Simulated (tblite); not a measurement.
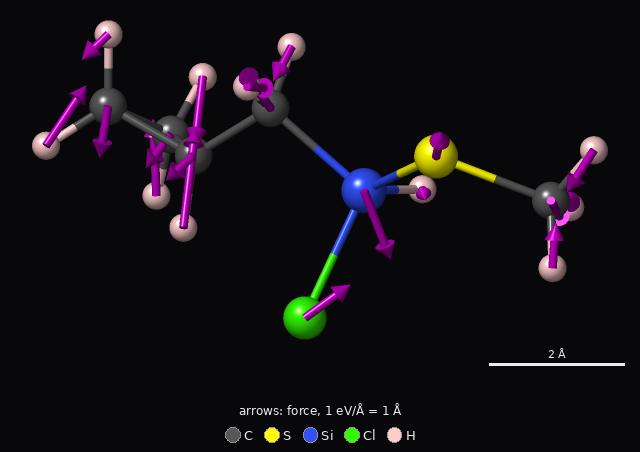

Starting geometry of C5H11ClSSi with the computed forces as purple arrows. The picture is a ball-and-stick view, seen at a tilt.

The calculation used GFN2-xTB geometry optimisation, gas phase (tblite). 

> What follows when this structure is relaxed?

It isn't relaxed: the largest force vector, on an H atom, is 1.58 eV/Å. The final displacements have little in common with the starting forces (cosine between the two patterns 0.19). After 109 geometry steps the energy has fallen by 13.9 kcal/mol. The S atom moves most after the best rigid fit: 0.79 Å. By element the largest moves are S 0.79 Å, Cl 0.78 Å, H 0.68 Å, C 0.38 Å, Si 0.17 Å. Near-neighbour distances that change, for instance: Cl–Si 2.095 → 2.026 Å, C–H 1.132 → 1.083 Å, C–H 1.110 → 1.079 Å, C–Si 1.869 → 1.895 Å. Among the angles between lasting bonds that change: C–S–Si 112.2° → 99.9°, C–C–H 112.5° → 118.9°, H–C–H 119.9° → 113.7°. Groups turn about C–S by about 40°, S–Si by about 35°, C–Si by about 25°. Cost: 1.1 s on 1 thread of Arm Neoverse V2, on a shared host.
